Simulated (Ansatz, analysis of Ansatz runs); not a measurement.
# Migration in SrLa2S4 (I-42d): H transfer from S to S, charge +1

Wanted: path and barrier of a jump of H in SrLa2S4 (I-42d) at charge +1. The case: H transfer from S to S, in a cell of 56 host atoms with 1 H put in.

Program: Ansatz 0.2.0. Level of theory: plane-wave PAW DFT, PBEsol; relaxation of all atoms of a defect supercell at fixed charge in a uniform background. Results are calculated unless marked as measured.

## (1) The structure

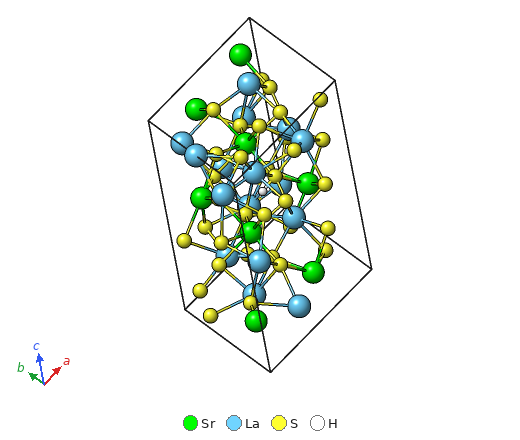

Start, viewed slightly off an axis; strontium green, lanthanum blue, sulfur yellow, hydrogen white. Some periodic images of atoms are drawn too.

The cell holds 57 atoms: 8 Sr, 16 La, 32 S and 1 H. Its edges and angles: a = 12.257 Å, b = 12.257 Å, c = 12.277 Å, α = 59.9°, β = 59.9°, γ = 60.1°. It derives from SrLa2S4 (space group I-42d). Nearest the centre at fractional (0.350, 0.775, 0.400): H57 at 0.29 Å, S26 at 1.62 Å, S49 at 1.62 Å, La10 at 2.49 Å, La17 at 2.49 Å, La15 at 2.64 Å, S34 at 3.59 Å, S55 at 3.59 Å. The cell carries charge +1.

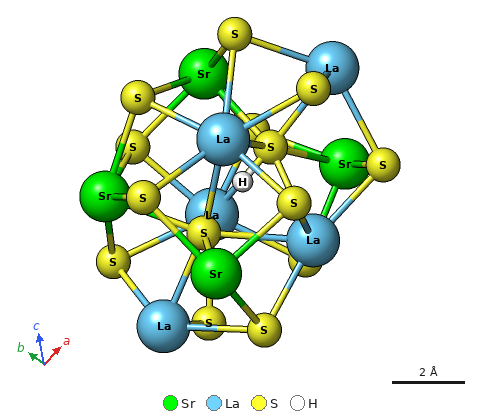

The atoms within 5 Å of the centre.

The cell's shortest repeat is 12.3 Å.

## (2) Relaxation of the start point, charge +1

The ends come first: from an unrelaxed start the top is counted from too high an energy, and the barrier comes out too low. Small random displacements break the symmetry of the ideal sites, so that the defect can distort if it gains by it. The charge of +1 is set by the electron count, and a uniform background keeps the cell neutral.

The input, qp1_c56k1s.start/input.yaml:

```yaml
crystal:
  lattice:
    - [0.0, 8.68134836, 8.65211018]
    - [8.68134836, 0.0, 8.65211018]
    - [8.68134836, 8.68134836, 0.0]
  atoms:
    - { symbol: Sr, position: [0.0, 0.0, 0.5] }
    - { symbol: Sr, position: [0.25, 0.25, 0.75] }
    - { symbol: Sr, position: [0.5, 0.5, 0.0] }
    - { symbol: Sr, position: [0.75, 0.75, 0.25] }
    - { symbol: Sr, position: [0.125, 0.625, 0.375] }
    - { symbol: Sr, position: [0.375, 0.875, 0.625] }
    - { symbol: Sr, position: [0.625, 0.125, 0.875] }
    - { symbol: Sr, position: [0.875, 0.375, 0.125] }
    - { symbol: La, position: [0.12718951, 0.74781049, 0.00218951] }
    - { symbol: La, position: [0.37718951, 0.99781049, 0.25218951] }
    - { symbol: La, position: [0.62718951, 0.24781049, 0.50218951] }
    - { symbol: La, position: [0.87718951, 0.49781049, 0.75218951] }
    - { symbol: La, position: [0.00218951, 0.12281049, 0.74781049] }
    - { symbol: La, position: [0.25218951, 0.37281049, 0.99781049] }
    - { symbol: La, position: [0.50218951, 0.62281049, 0.24781049] }
    - { symbol: La, position: [0.75218951, 0.87281049, 0.49781049] }
    - { symbol: La, position: [0.24781049, 0.62718951, 0.62281049] }
    - { symbol: La, position: [0.49781049, 0.87718951, 0.87281049] }
    - { symbol: La, position: [0.74781049, 0.12718951, 0.12281049] }
    - { symbol: La, position: [0.99781049, 0.37718951, 0.37281049] }
    - { symbol: La, position: [0.12281049, 0.00218951, 0.12718951] }
    - { symbol: La, position: [0.37281049, 0.25218951, 0.37718951] }
    - { symbol: La, position: [0.62281049, 0.50218951, 0.62718951] }
    - { symbol: La, position: [0.87281049, 0.75218951, 0.87718951] }
    - { symbol: S, position: [0.22321113, 0.47228537, 0.19989614] }
    - { symbol: S, position: [0.47321113, 0.72228537, 0.44989614] }
    - { symbol: S, position: [0.72321113, 0.97228537, 0.69989614] }
    - { symbol: S, position: [0.97321113, 0.22228537, 0.94989614] }
    - { symbol: S, position: [0.09821113, 0.84728537, 0.72960737] }
    - { symbol: S, position: [0.34821113, 0.09728537, 0.97960737] }
    - { symbol: S, position: [0.59821113, 0.34728537, 0.22960737] }
    - { symbol: S, position: [0.84821113, 0.59728537, 0.47960737] }
    - { symbol: S, position: [0.10460737, 0.19989614, 0.22321113] }
    - { symbol: S, position: [0.35460737, 0.44989614, 0.47321113] }
    - { symbol: S, position: [0.60460737, 0.69989614, 0.72321113] }
    - { symbol: S, position: [0.85460737, 0.94989614, 0.97321113] }
    - { symbol: S, position: [0.07489614, 0.47960737, 0.84821113] }
    - { symbol: S, position: [0.32489614, 0.72960737, 0.09821113] }
    - { symbol: S, position: [0.57489614, 0.97960737, 0.34821113] }
    - { symbol: S, position: [0.82489614, 0.22960737, 0.59821113] }
    - { symbol: S, position: [0.22228537, 0.97321113, 0.85460737] }
    - { symbol: S, position: [0.47228537, 0.22321113, 0.10460737] }
    - { symbol: S, position: [0.72228537, 0.47321113, 0.35460737] }
    - { symbol: S, position: [0.97228537, 0.72321113, 0.60460737] }
    - { symbol: S, position: [0.19989614, 0.10460737, 0.47228537] }
    - { symbol: S, position: [0.44989614, 0.35460737, 0.72228537] }
    - { symbol: S, position: [0.69989614, 0.60460737, 0.97228537] }
    - { symbol: S, position: [0.94989614, 0.85460737, 0.22228537] }
    - { symbol: S, position: [0.22960737, 0.82489614, 0.34728537] }
    - { symbol: S, position: [0.47960737, 0.07489614, 0.59728537] }
    - { symbol: S, position: [0.72960737, 0.32489614, 0.84728537] }
    - { symbol: S, position: [0.97960737, 0.57489614, 0.09728537] }
    - { symbol: S, position: [0.09728537, 0.34821113, 0.57489614] }
    - { symbol: S, position: [0.34728537, 0.59821113, 0.82489614] }
    - { symbol: S, position: [0.59728537, 0.84821113, 0.07489614] }
    - { symbol: S, position: [0.84728537, 0.09821113, 0.32489614] }
    - { symbol: H, position: [0.371999, 0.765102, 0.409591] }
total_charge: 1
basis:
  ecutwfc: 420
  xc_grid: 2
hamiltonian:
  xc: pbesol
kpoints:
  mp_grid: { grid: [1, 1, 1], shift: [0.25, 0.25, 0.25] }
scf:
  occupations: { method: fixed }
  max_iter: 150
output:
  forces: true
relax:
  f_tol: 0.02
  max_steps: 70
  random_displacement: { amplitude: 0.03, seed: 1121 }
```

On the command line:

```console
$ ansatz run input.yaml --threads 32 --pin off --max-ram 84787MiB --backend cuda --events-out ev --progress --plain --runs-dir out --max-vram 78GiB
```

Numbers of over 12 decimals in the logs are rounded to 6 here.

Output:

```text
[... repeated set-up lines and file paths are left out, and long positions are rounded to six places ...]
The last accepted step is kept in <dir> (removed where the run ends without a failure and the disk answers)
Engine: ansatz 0.2.0, aarch64-unknown-linux-gnu
Pseudopotentials: kind: paw
Pseudopotential: Sr, paw, valence charge 10, recommended cutoff 420 eV (normal), Sr.paw.azcp
Pseudopotential: La, paw, valence charge 11, recommended cutoff 420 eV (normal), La.paw.azcp
Pseudopotential: S, paw, valence charge 6, recommended cutoff 420 eV (normal), S.paw.azcp
Pseudopotential: H, paw, valence charge 1, recommended cutoff 420 eV (normal), H.paw.azcp
Functional definition: PBEsol
  exchange = pbesol_x
  correlation = pbesol_c
[...]
Crystal: 57 atoms, lattice volume = 1304.147 Å³
Basis set: ecut = 420 eV, 25573 PW (Γ), exchange–correlation on 180×180×180 points (8 copies of the dense FFT grid, shifted against one another)
Bands: 281, of which v1, the nominal top of the filled ones, is band 224 counted from 1 (223 counted from 0)
Symmetry: 1 space group operations
k-points: 1
Non-local potential: Sr, projectors of the file, l = 0: 3, l = 1: 2, l = 2: 2
Non-local potential: La, projectors of the file, l = 0: 3, l = 1: 2, l = 2: 2, l = 3: 3
Non-local potential: S, projectors of the file, l = 0: 2, l = 1: 2, l = 2: 2
Non-local potential: H, projectors of the file, l = 0: 2, l = 1: 1
PAW form: soft (Blöchl's): semilocal exchange-correlation on the pseudo side does not see the compensation charge
PAW frozen core: Sr, regenerated for the run's functional, and the local potential with it (the file was generated under x = pbe(κ = 0.804, μ = 0.219515), c = pbe(β = 0.066725))
PAW frozen core: La, regenerated for the run's functional, and the local potential with it (the file was generated under x = pbe(κ = 0.804, μ = 0.219515), c = pbe(β = 0.066725))
PAW frozen core: S, regenerated for the run's functional, and the local potential with it (the file was generated under x = pbe(κ = 0.804, μ = 0.219515), c = pbe(β = 0.066725))
PAW one-centre angular grid: Sr, 110 points (default); XC on 64 Gauss nodes
PAW one-centre angular grid: La, 590 points (default); XC on 64 Gauss nodes
PAW one-centre angular grid: S, 110 points (default); XC on 64 Gauss nodes
PAW one-centre angular grid: H, 110 points (default); XC on 64 Gauss nodes
Initial density: superposition of atomic densities (neutral atoms scaled as one to the charged cell's electrons: chi_scale 0, normalization atom), corrected by the library's trained network
Initial wavefunctions: pseudopotential atomic-orbital guess
[...]
Functional: x = pbesol(κ = 0.804, μ = 0.123457), c = pbesol(β = 0.046)
SCF iter   1: F=—  HF=-154984.897060 eV  |F-HF|=—  |Δ(HF+E_count)|=         —  Δρ=5.54e-3  dr2=6.31e-1  ethr=1.77e-3  ⟨swp⟩=7.0  Hψ=1027  notcnv=0  defer=54
preconditioner: auto → Resta (q_TF=auto, 2.283 Å⁻¹)  ε∞=4.4  [insulator: Δε(μ)=2.064 eV  Ē_g=11.096 eV  n_scr=258 (ndim 8)  ℏωp=20.6 eV  f_vac=0.000  ε∞_Penn≈4.4]
SCF iter   2: F=—  HF=-154984.775856 eV  |F-HF|=—  |Δ(HF+E_count)|=   1.21e-1  Δρ=2.06e-3  dr2=5.54e-2  ethr=1.41e-4  ⟨swp⟩=4.0  Hψ=435  notcnv=0  defer=55
[...]
SCF iter   6: F=-154984.774246 eV  HF=-154984.774246 eV  |F-HF|=2.36e-7  |Δ(HF+E_count)|=   2.54e-6  Δρ=1.55e-5  dr2=4.19e-6  ethr=2.23e-9  ⟨swp⟩=3.0  Hψ=1058  notcnv=0
SCF 1 converged in 6 iterations: F = -154984.774246 eV  dr2 = 4.19e-6
  greatest PAW one-centre occupation: 0.986 electrons in one spin orbital (limit 2), on the Sr atom at site 3 (counted from 0), in its partial waves of l = 0
relax step   1: F+E_penalty+E_count = -154984.77424600 eV  Δ(F+E_penalty+E_count) = +0.000e0 eV  max|allowed force component| = 1.704e0 eV/Å  Δτ_max = 0.0000 Å  (6 SCF iters, dr2 threshold 1.00e-5 eV, accepted)
[... the SCF cycles and remarks between the steps are left out from here to the last step ...]
relax step   2: F+E_penalty+E_count = -154985.12038028 eV  Δ(F+E_penalty+E_count) = -3.461e-1 eV  max|allowed force component| = 1.012e0 eV/Å  Δτ_max = 0.1949 Å  (5 SCF iters, dr2 threshold 1.00e-4 eV, accepted)
relax step   3: F+E_penalty+E_count = -154985.32427222 eV  Δ(F+E_penalty+E_count) = -2.039e-1 eV  max|allowed force component| = 4.960e-1 eV/Å  Δτ_max = 0.2000 Å  (5 SCF iters, dr2 threshold 6.40e-5 eV, accepted)
relax step   4: F+E_penalty+E_count = -154985.35756839 eV  Δ(F+E_penalty+E_count) = -3.330e-2 eV  max|allowed force component| = 2.867e-1 eV/Å  Δτ_max = 0.0574 Å  (4 SCF iters, dr2 threshold 5.91e-5 eV, accepted)
relax step   5: F+E_penalty+E_count = -154985.37914307 eV  Δ(F+E_penalty+E_count) = -2.157e-2 eV  max|allowed force component| = 6.270e-2 eV/Å  Δτ_max = 0.1499 Å  (5 SCF iters, dr2 threshold 1.97e-5 eV, accepted)
relax step   6: F+E_penalty+E_count = -154985.38260569 eV  Δ(F+E_penalty+E_count) = -3.463e-3 eV  max|allowed force component| = 2.723e-2 eV/Å  Δτ_max = 0.0456 Å  (6 SCF iters, accepted)
[...]
SCF 7 converged in 5 iterations: F = -154985.383148 eV  dr2 = 3.88e-8
relax step   7: F+E_penalty+E_count = -154985.38314777 eV  Δ(F+E_penalty+E_count) = -5.421e-4 eV  max|allowed force component| = 7.773e-3 eV/Å  Δτ_max = 0.0159 Å  (5 SCF iters, accepted)
SCF converged after 5 iterations
[...]
atoms:
    - { symbol: Sr, position: [-0.001420, 0.001406, 0.501800] }
    - { symbol: Sr, position: [0.250926, 0.248888, 0.748956] }
    - { symbol: Sr, position: [0.499948, 0.501029, -0.000751] }
    - { symbol: Sr, position: [0.753034, 0.750875, 0.246770] }
    - { symbol: Sr, position: [0.125060, 0.621844, 0.375512] }
    - { symbol: Sr, position: [0.373914, 0.876824, 0.626109] }
    - { symbol: Sr, position: [0.626955, 0.124031, 0.873547] }
    - { symbol: Sr, position: [0.875564, 0.374263, 0.125756] }
    - { symbol: La, position: [0.127736, 0.747402, 0.002195] }
    - { symbol: La, position: [0.379330, 1.008818, 0.243278] }
    - { symbol: La, position: [0.627717, 0.247323, 0.502270] }
    - { symbol: La, position: [0.877666, 0.497725, 0.751615] }
    - { symbol: La, position: [0.002905, 0.122262, 0.747596] }
    - { symbol: La, position: [0.251827, 0.373362, 0.998667] }
    - { symbol: La, position: [0.507768, 0.617461, 0.242729] }
    - { symbol: La, position: [0.752916, 0.872175, 0.497549] }
    - { symbol: La, position: [0.243912, 0.618189, 0.634036] }
    - { symbol: La, position: [0.498067, 0.877255, 0.872569] }
    - { symbol: La, position: [0.748447, 0.126491, 0.123024] }
    - { symbol: La, position: [0.998102, 0.377133, 0.372689] }
    - { symbol: La, position: [0.121288, 0.006369, 0.122919] }
    - { symbol: La, position: [0.373118, 0.252564, 0.377626] }
    - { symbol: La, position: [0.624891, 0.497842, 0.631501] }
    - { symbol: La, position: [0.872136, 0.752525, 0.877694] }
    - { symbol: S, position: [0.223792, 0.472088, 0.198851] }
    - { symbol: S, position: [0.470980, 0.724296, 0.448784] }
    - { symbol: S, position: [0.723772, 0.971742, 0.699107] }
    - { symbol: S, position: [0.973373, 0.222415, 0.948790] }
    - { symbol: S, position: [0.099554, 0.845828, 0.729180] }
    - { symbol: S, position: [0.348719, 0.098280, 0.978997] }
    - { symbol: S, position: [0.599427, 0.346829, 0.229240] }
    - { symbol: S, position: [0.847076, 0.597601, 0.479464] }
    - { symbol: S, position: [0.105520, 0.198144, 0.223349] }
    - { symbol: S, position: [0.355360, 0.450407, 0.472891] }
    - { symbol: S, position: [0.604370, 0.698728, 0.723257] }
    - { symbol: S, position: [0.855613, 0.948522, 0.973190] }
    - { symbol: S, position: [0.072616, 0.476796, 0.851888] }
    - { symbol: S, position: [0.323469, 0.730502, 0.099829] }
    - { symbol: S, position: [0.574317, 0.979141, 0.347639] }
    - { symbol: S, position: [0.823925, 0.229871, 0.598868] }
    - { symbol: S, position: [0.222727, 0.973380, 0.854978] }
    - { symbol: S, position: [0.474177, 0.226374, 0.101892] }
    - { symbol: S, position: [0.721609, 0.474327, 0.355683] }
    - { symbol: S, position: [0.974187, 0.722023, 0.604311] }
    - { symbol: S, position: [0.200612, 0.104557, 0.470592] }
    - { symbol: S, position: [0.449228, 0.354431, 0.722847] }
    - { symbol: S, position: [0.699692, 0.604659, 0.971439] }
    - { symbol: S, position: [0.950999, 0.855026, 0.222007] }
    - { symbol: S, position: [0.231291, 0.823577, 0.349006] }
    - { symbol: S, position: [0.480926, 0.073914, 0.596579] }
    - { symbol: S, position: [0.730945, 0.323705, 0.847172] }
    - { symbol: S, position: [0.980952, 0.573641, 0.096814] }
    - { symbol: S, position: [0.097835, 0.347709, 0.573802] }
    - { symbol: S, position: [0.348296, 0.597764, 0.823394] }
    - { symbol: S, position: [0.596605, 0.847381, 0.075751] }
    - { symbol: S, position: [0.848898, 0.097552, 0.324131] }
    - { symbol: H, position: [0.344854, 0.780391, 0.405043] }
```

Wall time 4.7 s (1 × NVIDIA GB200 with 32 threads of Arm Neoverse V2, shared host); peak memory 1.4 GiB.

The steps of the relaxation:

```tsv
step	energy less that of the first step (eV)	largest force component (eV/Å)
1	0.0000	1.7036
2	-0.3461	1.0123
3	-0.5500	0.4960
4	-0.5833	0.2867
5	-0.6049	0.0627
6	-0.6084	0.0272
7	-0.6089	0.0078
```

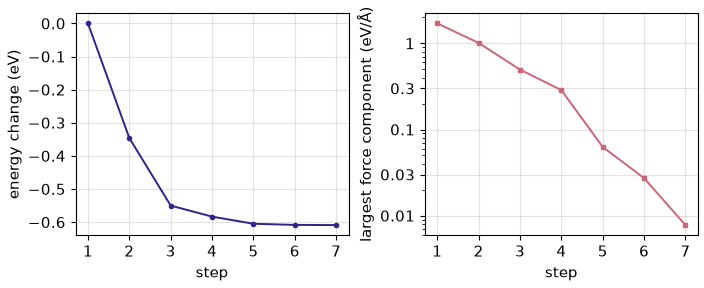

Energy and largest force along the relaxation.

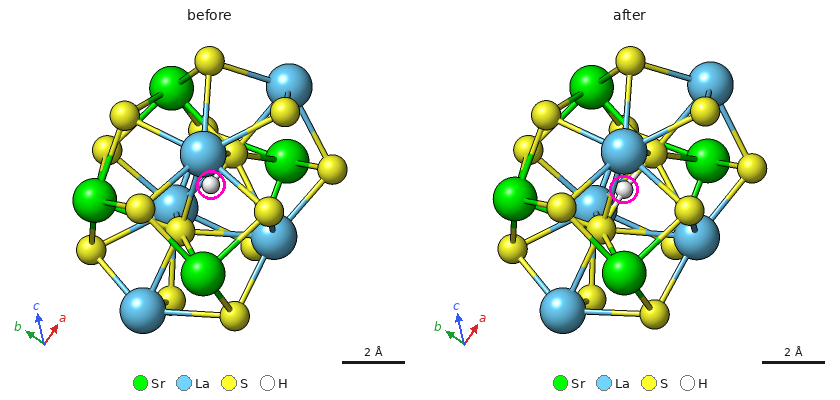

Before and after: the atoms that start within 5 Å of the centre. H57, which moves most, is ringed if it is among them.

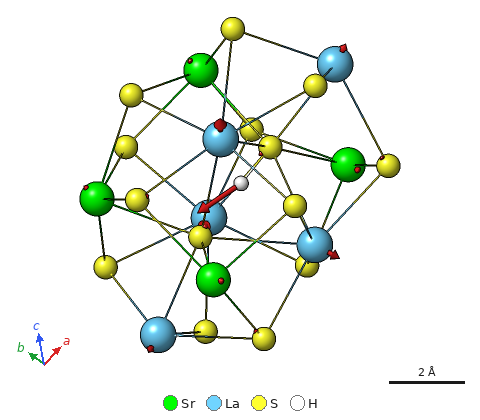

Displacements in the relaxation from the typed sites near the centre, exaggerated, the mean shift taken out; the longest in the cell stands for 0.31 Å.

The atoms that moved most (Å, from the sites as typed, ahead of the random displacement, the mean shift of all atoms taken out):

```tsv
atom	dx	dy	dz	length
H57	0.095	-0.272	-0.102	0.306
La17	0.022	0.067	-0.111	0.131
La10	0.020	-0.056	0.114	0.129
La15	-0.088	0.007	0.003	0.089
La23	0.002	0.058	-0.019	0.062
La21	0.001	-0.047	0.024	0.053
S37	0.010	0.015	-0.043	0.047
S42	0.006	-0.004	0.044	0.045
```

Neighbours of H57 at the end:

```tsv
atom	distance (Å)
S49	1.597
S26	1.598
La10	2.594
La17	2.599
La15	2.824
S55	3.639
S34	3.644
Sr1	3.671
Sr6	3.673
```

This step gave:

- free energy: -154985.3831 eV
- r.m.s. move of the farther half of the atoms: 0.01150 Å
- largest move from the ideal geometry of this structure, a common shift of the far atoms taken out: 0.3119 Å

The relaxation gained 0.609 eV and ended with a largest force component of 0.0078 eV/Å.

(Part 1 of 2 ends here.)

[Logs are printed without paths, hosts, clocks, repeated set-up lines and the standing remarks that a program may print on its own settings, such as how far it seeks lower states.]

[Hosts, paths, dates, database ids (printed as entryN), source tags and the programs' standing remarks are cut or masked in the printed files.]
